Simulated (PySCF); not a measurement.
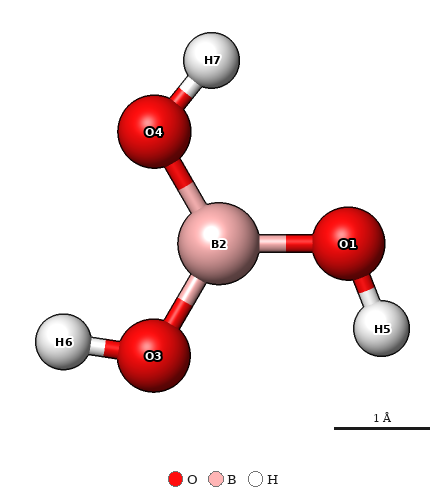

*The structure (ball-and-stick view, seen on its broad side; atoms are numbered from 1 in the order of the input).*

Bond lengths as drawn: B–O 1.36 Å and H–O 0.96 Å.

# BH3O3: NMR shielding calculation

BH3O3, SMILES OB(O)O, computed with GIAO PBE0/pcSseg-2 NMR shielding, non-relativistic, gas phase (PySCF 2.14.0).

The geometry comes from this level: PBE0-D3(BJ)/def2-SVP. Figures and captions count atoms from 1; the log counts them from 0 in places.

## Log
```
coarse grid: 6208 points
cycle   1  E = -252.1647861970  dE =  6.011e-01  |g| = 1.020e+00  |ddm| = 1.715e+00
cycle   2  E = -252.0122571131  dE =  1.525e-01  |g| = 1.391e+00  |ddm| = 1.011e+00
cycle   3  E = -252.3436797390  dE = -3.314e-01  |g| = 4.117e-02  |ddm| = 6.071e-01
cycle   4  E = -252.3439584347  dE = -2.787e-04  |g| = 1.094e-02  |ddm| = 2.399e-02
cycle   5  E = -252.3439797480  dE = -2.131e-05  |g| = 2.981e-03  |ddm| = 8.770e-03
cycle   6  E = -252.3439814929  dE = -1.745e-06  |g| = 3.723e-04  |ddm| = 2.133e-03
final grid: 60952 points
cycle   7  E = -252.3351390047  dE = -8.765e-05  |g| = 4.519e-03  |ddm| = 3.117e-02
cycle   8  E = -252.3351372665  dE =  1.738e-06  |g| = 5.445e-03  |ddm| = 3.805e-03
cycle   9  E = -252.3351420556  dE = -4.789e-06  |g| = 4.267e-04  |ddm| = 2.219e-03
cycle  10  E = -252.3351420819  dE = -2.632e-08  |g| = 1.548e-04  |ddm| = 2.907e-04
cycle  11  E = -252.3351420869  dE = -4.958e-09  |g| = 1.855e-05  |ddm| = 1.065e-04
cycle  12  E = -252.3351420869  dE = -1.734e-11  |g| = 1.505e-05  |ddm| = 1.289e-05
```

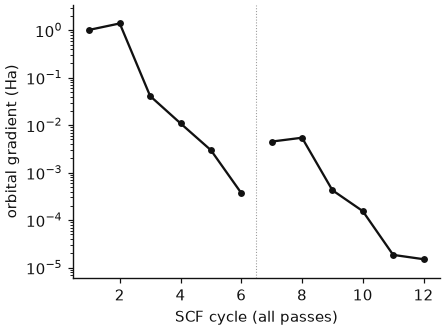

*Convergence of the self-consistent field: orbital gradient against the SCF cycle. The dotted line marks the change from a coarse to the final integration grid.*

The first 6 cycles use a coarse grid, the final grid takes over at cycle 7, and the field converges after 12 cycles in all.

```
converged SCF energy = -252.3351420869

GIAO shielding tensors (ppm)
atom      isotropic    diamagn.    paramagn.     s11        s22        s33       span
  0 O      253.722     387.458    -133.736    186.836    274.825    299.505    112.669
  1 B       80.111     194.787    -114.676     77.252     77.366     85.715      8.463
  2 O      253.571     387.414    -133.843    186.679    274.660    299.375    112.696
  3 O      253.638     387.552    -133.913    186.700    274.656    299.559    112.858
  4 H       28.418      31.143      -2.726     21.572     24.614     39.068     17.496
  5 H       28.411      31.159      -2.747     21.567     24.624     39.042     17.475
  6 H       28.431      31.247      -2.816     21.582     24.635     39.074     17.492
```

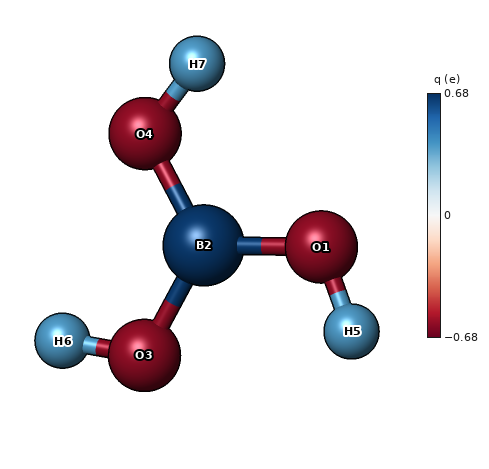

*IAO charges, as the colour of each atom (ball-and-stick view, seen at a tilt; atoms are numbered from 1 in the order of the input).*

By element: O −0.60, B +0.65 and H +0.38 e.

The run was set up as follows.

## The input
```
{"job": {"kind": "nmr", "xc": "PBE0", "basis": "pcSseg-2"}, "charge": 0, "multiplicity": 1}
O      0.081281    -1.351446     0.101216
B     -0.031450     0.003347    -0.009290
O     -1.261430     0.591546     0.020401
O      1.087447     0.770999    -0.149285
H     -0.780143    -1.769464     0.193804
H     -1.195762     1.547143    -0.068316
H      1.883994     0.232397    -0.155975
```

The first line tells a small driver script what to run in PySCF; the rest is the geometry in Å.

Launch command:
```bash
OMP_NUM_THREADS=1 python <driver script> task.json out
```

## Results in brief

- outcome: converged
- total energy: −252.335142 hartree
- HOMO: −9.40 eV
- LUMO: 0.31 eV
- dipole moment: 0.01 D
- isotropic shielding, O: 253.6 to 253.7 ppm
- isotropic shielding, B: 80.1 ppm
- isotropic shielding, H: 28.4 ppm
- hardware: 1 CPU thread, shared host
- wall time: 7.8 s
- peak memory: 0.79 GiB
